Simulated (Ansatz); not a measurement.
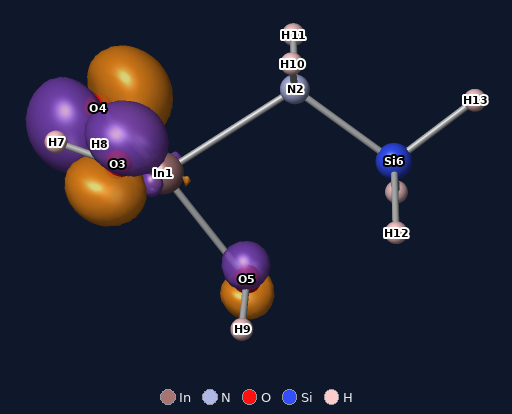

*H8InNO3Si (SMILES [OH][In-]([OH])([OH])[NH2+][SiH3]). The HOMO−1 at ±0.2 Å⁻³ᐟ² (orange and purple are the two phases), seen from one side.*

Geometry: PBE0-D4/def2-SVP; core potentials replace the inner electrons of In.

Level of theory: Ansatz 0.2.0, isolated molecule in a Gaussian basis; Kohn-Sham density functional theory, functional PBE0.

```xyz
14

In   -0.4228   -0.9539    0.8764
N    -0.1621    0.0678   -1.1707
O    -2.4110   -0.7176    1.0364
O     0.3775   -2.7731    0.5833
O     0.7670    0.5258    1.6010
Si    0.8278    1.5763   -0.9943
H    -2.8559   -1.5533    1.2150
H     1.2103   -2.8627    1.0602
H     0.3203    1.0803    2.2504
H    -1.1101    0.2608   -1.5021
H     0.2499   -0.5984   -1.8268
H     0.0897    2.5429   -0.1475
H     0.9051    2.1626   -2.3742
H     2.2011    1.2132   -0.5784
```

Where does this orbital lie, and at what energy?

By Hirshfeld shares it lies mainly on O4 (about 50 %), O3 (about 25 %), In1 (about 10 %) and O5 (about 5 %); largely a combination of lone pairs on O4, O3 and O5. Its energy is −8.09 eV.
